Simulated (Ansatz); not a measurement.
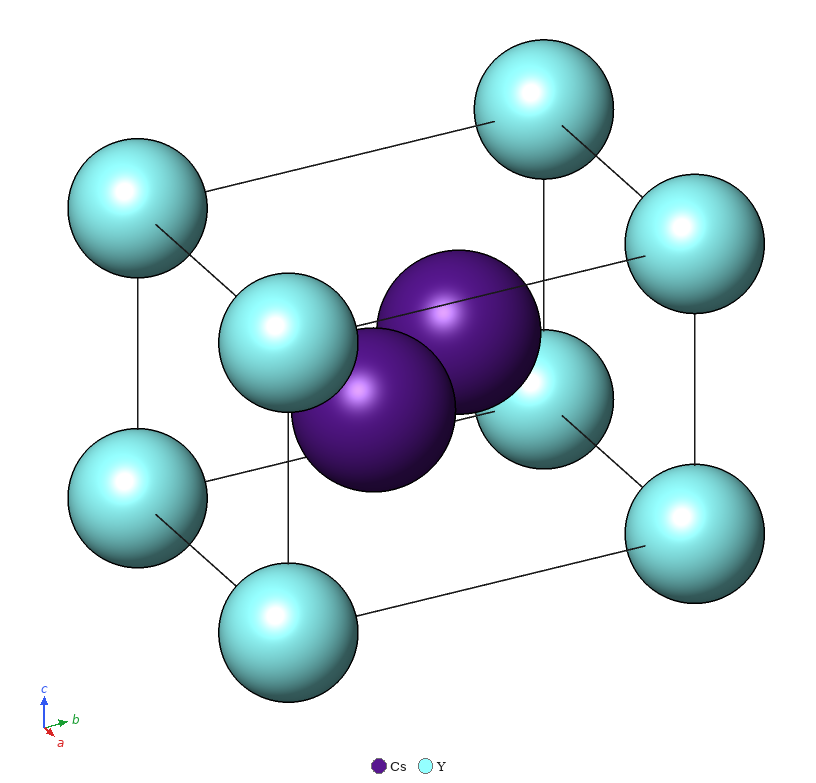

Spheres-only representation of a periodic structure, projected slightly off an axis. Thin lines show the conventional unit cell, with boundary atoms drawn in all their periodic places.

**Read off the composition.**

Cs₂Y. The cell holds 2 Cs, 1 Y, counting shared atoms by their share.

**Which of the Bravais lattices applies?**

Primitive hexagonal.

**What space-group symmetry does the structure have?**

P6/mmm (No. 191), with Cs on 2d and Y on 1a.

**Which known structure type is this?**

AlB₂ type.

Provenance: a textbook structure type filled with these elements (whether it is the usual form wasn't checked). It is drawn as it came out of a relaxation with DFT PBE, scalar-relativistic, plane waves, PAW (Ansatz).
